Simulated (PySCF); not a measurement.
# C$_{6}$H$_{9}$NS: a changed input and its effect

System: C$_{6}$H$_{9}$NS, SMILES CC(C)c1cscn1.
Method of run 1: GIAO PBE0/pcSseg-1 NMR shielding, non-relativistic, gas phase (PySCF 2.14.0).

The geometry comes from this level: GFN2-xTB. Text and figures count atoms from 1; the logs count them from 0 in places.

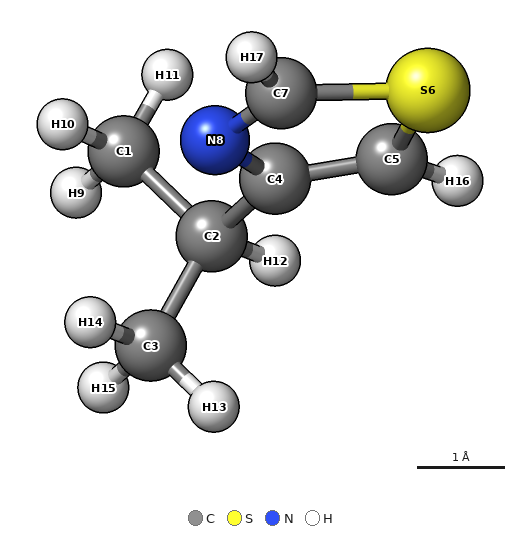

Figure 1. The input geometry (ball-and-stick view, seen at a tilt; atoms are numbered from 1 in the order of the input). Bond lengths as drawn: C–C 1.36 to 1.53 Å, C–H 1.07 to 1.10 Å, C–N 1.28 to 1.36 Å and C–S 1.72 to 1.74 Å.

### Input file, run 1
```
{"job": {"kind": "nmr", "xc": "PBE0", "basis": "pcSseg-1"}, "charge": 0, "multiplicity": 1}
C     -1.625682     0.186414     1.125017
C     -0.817201     0.185347    -0.173307
C     -1.015356    -1.127895    -0.931706
C      0.636081     0.366586     0.142457
C      1.429860     1.390998    -0.274783
S      3.034880     1.206942     0.318576
C      2.507412    -0.255561     1.093935
N      1.276611    -0.550996     0.917305
H     -2.681806     0.041234     0.910666
H     -1.281904    -0.617193     1.771109
H     -1.503929     1.131063     1.650909
H     -1.140776     1.021032    -0.803218
H     -0.459792    -1.117099    -1.867010
H     -0.658810    -1.957427    -0.326627
H     -2.069107    -1.277679    -1.154430
H      1.171142     2.230478    -0.887221
H      3.191380    -0.844214     1.671698
```

The first line tells a small driver script what to run in PySCF; the rest is the geometry in Å.

Launched with:
```bash
OMP_NUM_THREADS=1 python <driver script> task.json out
```

Hardware: 1 CPU thread, shared host.

### Output (run 1)
```
coarse grid: 14784 points
cycle   1  E = -686.3594302527  dE =  1.280e+00  |g| = 4.375e-01  |ddm| = 3.843e+00
cycle   2  E = -686.2973593558  dE =  6.207e-02  |g| = 6.707e-01  |ddm| = 1.081e+00
cycle   3  E = -686.4056810792  dE = -1.083e-01  |g| = 1.442e-01  |ddm| = 7.853e-01
cycle   4  E = -686.4103668759  dE = -4.686e-03  |g| = 3.672e-02  |ddm| = 1.513e-01
cycle   5  E = -686.4106522338  dE = -2.854e-04  |g| = 1.328e-02  |ddm| = 4.614e-02
cycle   6  E = -686.4106910847  dE = -3.885e-05  |g| = 5.792e-03  |ddm| = 1.749e-02
cycle   7  E = -686.4107000398  dE = -8.955e-06  |g| = 8.945e-04  |ddm| = 6.409e-03
final grid: 138336 points
cycle   8  E = -686.4605124891  dE = -3.351e-05  |g| = 1.064e-02  |ddm| = 3.648e-02
cycle   9  E = -686.4604666584  dE =  4.583e-05  |g| = 1.670e-02  |ddm| = 2.741e-02
cycle  10  E = -686.4605392674  dE = -7.261e-05  |g| = 3.121e-03  |ddm| = 2.015e-02
cycle  11  E = -686.4605416616  dE = -2.394e-06  |g| = 3.255e-04  |ddm| = 2.980e-03
cycle  12  E = -686.4605416839  dE = -2.232e-08  |g| = 1.354e-04  |ddm| = 4.868e-04
cycle  13  E = -686.4605416882  dE = -4.344e-09  |g| = 3.587e-05  |ddm| = 1.476e-04
cycle  14  E = -686.4605416885  dE = -3.081e-10  |g| = 9.175e-06  |ddm| = 4.857e-05
converged SCF energy = -686.4605416885

GIAO shielding tensors (ppm)
atom      isotropic    diamagn.    paramagn.     s11        s22        s33       span
  0 C      161.429     246.892     -85.463    147.174    153.039    184.073     36.900
  1 C      150.580     241.158     -90.578    140.870    149.772    161.098     20.228
  2 C      161.457     247.151     -85.695    147.238    153.064    184.068     36.830
  3 C       19.088     256.516    -237.428    -61.419     18.210    100.473    161.892
  4 C       66.651     256.622    -189.970    -12.665     75.439    137.179    149.844
  5 S      233.609    1056.929    -823.320      8.082    313.292    379.453    371.371
  6 C       29.656     256.979    -227.324    -47.816     30.004    106.778    154.594
  7 N      -87.416     328.621    -416.036   -385.016   -115.371    238.141    623.157
  8 H       30.508      29.745       0.763     26.566     27.556     37.402     10.836
  9 H       29.804      30.107      -0.304     25.312     29.336     34.763      9.452
 10 H       30.503      29.909       0.594     26.226     28.692     36.592     10.365
 11 H       28.739      32.514      -3.775     24.673     27.833     33.710      9.037
 12 H       30.506      30.352       0.153     26.233     28.691     36.593     10.361
 13 H       29.800      30.385      -0.585     25.305     29.334     34.762      9.458
 14 H       30.507      30.040       0.467     26.561     27.559     37.402     10.841
 15 H       24.907      32.639      -7.732     21.502     25.839     27.379      5.877
 16 H       23.370      29.677      -6.307     19.782     22.875     27.454      7.672
```

For run 2 the input was changed thus:
```diff
-"xc": "PBE0"
-"basis": "pcSseg-1"
+"xc": "OPBE"
+"basis": "def2-SVPD"
+"pop": false
+"scf": {"guess": "huckel"}
```

How does run 2 compare with run 1?

The total energies belong to different models, so their difference says nothing on which is more stable or more accurate. The HOMO goes from −7.05 to −6.00 eV. The LUMO goes from −0.70 to −1.55 eV. The dipole moment goes from 1.09 to 1.00 D. Of all shieldings, the largest change is that of S6, by +92.3 ppm. The functional changes from PBE0 to OPBE. The SCF takes 15 iterations against 14. The basis functions go from 188 to 239.

### Output (run 2)
```
final grid: 138336 points
cycle   1  E = -680.4451744413  dE =  2.362e+00  |g| = 4.779e+00  |ddm| = 2.251e+01
cycle   2  E = -648.8483588976  dE =  3.160e+01  |g| = 8.096e+00  |ddm| = 3.062e+02
cycle   3  E = -674.6372867598  dE = -2.579e+01  |g| = 6.103e+00  |ddm| = 3.054e+02
cycle   4  E = -686.3611253475  dE = -1.172e+01  |g| = 7.707e-01  |ddm| = 2.460e+01
cycle   5  E = -686.3586368189  dE =  2.489e-03  |g| = 8.476e-01  |ddm| = 6.504e+00
cycle   6  E = -686.5296218654  dE = -1.710e-01  |g| = 3.070e-01  |ddm| = 3.269e+00
cycle   7  E = -686.5502866871  dE = -2.066e-02  |g| = 9.895e-02  |ddm| = 9.481e-01
cycle   8  E = -686.5529804079  dE = -2.694e-03  |g| = 2.452e-02  |ddm| = 2.879e-01
cycle   9  E = -686.5530401948  dE = -5.979e-05  |g| = 2.116e-02  |ddm| = 1.226e-01
cycle  10  E = -686.5531669732  dE = -1.268e-04  |g| = 4.729e-03  |ddm| = 5.987e-02
cycle  11  E = -686.5531725536  dE = -5.580e-06  |g| = 1.598e-03  |ddm| = 1.319e-02
cycle  12  E = -686.5531731724  dE = -6.188e-07  |g| = 4.197e-04  |ddm| = 3.634e-03
cycle  13  E = -686.5531732156  dE = -4.315e-08  |g| = 1.288e-04  |ddm| = 1.191e-03
cycle  14  E = -686.5531732188  dE = -3.230e-09  |g| = 5.953e-05  |ddm| = 4.757e-04
cycle  15  E = -686.5531732196  dE = -8.019e-10  |g| = 9.840e-06  |ddm| = 1.704e-04
converged SCF energy = -686.5531732196

GIAO shielding tensors (ppm)
atom      isotropic    diamagn.    paramagn.     s11        s22        s33       span
  0 C      172.023     268.588     -96.565    160.075    165.021    190.974     30.898
  1 C      159.655     299.447    -139.792    150.281    159.587    169.097     18.816
  2 C      172.050     270.189     -98.139    160.132    165.046    190.972     30.840
  3 C       41.884     235.027    -193.143    -27.782     40.922    112.512    140.294
  4 C       85.753     239.762    -154.009     19.660     91.174    146.426    126.766
  5 S      325.913    1059.091    -733.178    147.484    395.427    434.828    287.344
  6 C       54.234     264.541    -210.306    -12.654     55.637    119.719    132.373
  7 N      -39.397     281.931    -321.329   -298.596    -59.595    239.999    538.594
  8 H       30.685      22.855       7.830     26.890     27.923     37.243     10.353
  9 H       30.065      28.567       1.498     25.712     29.466     35.018      9.305
 10 H       30.669      27.936       2.733     26.429     28.808     36.771     10.343
 11 H       28.734      36.878      -8.144     24.811     27.634     33.756      8.944
 12 H       30.672      29.832       0.839     26.435     28.806     36.774     10.339
 13 H       30.062      29.416       0.646     25.706     29.462     35.016      9.310
 14 H       30.685      23.730       6.955     26.886     27.926     37.243     10.357
 15 H       25.007      36.925     -11.919     21.839     25.377     27.804      5.965
 16 H       23.388      33.987     -10.598     19.747     22.929     27.489      7.742
```

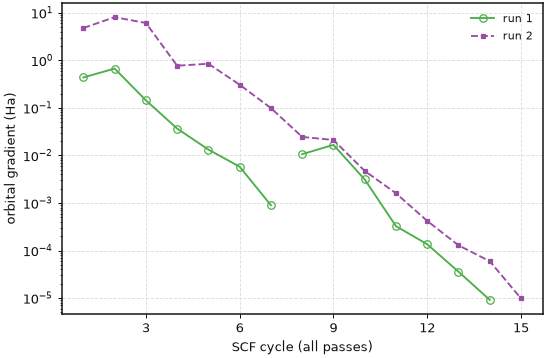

Figure 2. Convergence of the two runs: orbital gradient against the SCF cycle. A break in a curve parts two SCF passes (coarse and final grid). Run 1 takes 14 cycles in all, and run 2 takes 15.

### The two runs side by side

```tsv
quantity	run 1	run 2
outcome	converged	converged
total energy (hartree)	−686.460542	−686.553173
HOMO (eV)	−7.05	−6.00
LUMO (eV)	−0.70	−1.55
dipole moment (D)	1.09	1.00
shielding of C1 (ppm)	161.4	172.0
shielding of C3 (ppm)	161.5	172.1
shielding of C4 (ppm)	19.1	41.9
shielding of C5 (ppm)	66.7	85.8
shielding of S6 (ppm)	233.6	325.9
shielding of C7 (ppm)	29.7	54.2
shielding of N8 (ppm)	−87.4	−39.4
SCF iterations	14	15
basis functions	188	239
wall time (shared host)	27 s	59 s
```
